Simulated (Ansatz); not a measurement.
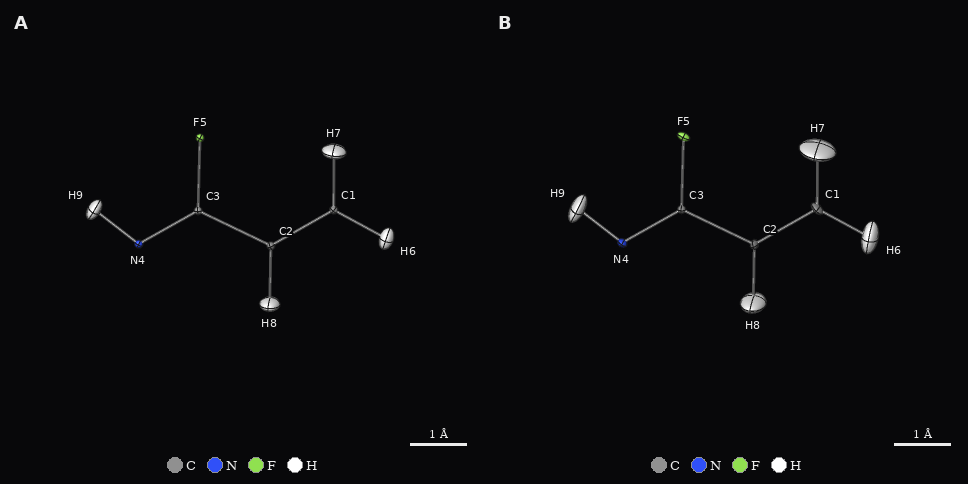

Displacement ellipsoids at the 50 % level, from the internal vibrations of the free molecule (harmonic, no overall translation or rotation; no half-axis is drawn under 0.075 Å). Vibrations computed with RKS PBE0-D4/def2-TZVP (Ansatz 0.2.0). One panel is for 200 K, the other for 900 K.

> Which panel is for 900 K?

B.

> How much does the mean-square displacement of C1 grow, and why?

U_eq goes from 0.0024 to 0.0081 Å², a factor of 3.4. Modes below kT (626 cm⁻¹ at 900 K) grow about in proportion to T, and the lowest lies at 146 cm⁻¹; the mean-square amplitude of a mode is its zero-point value times coth(ħω/2kT), which comes close to 1 only above about 3kT.
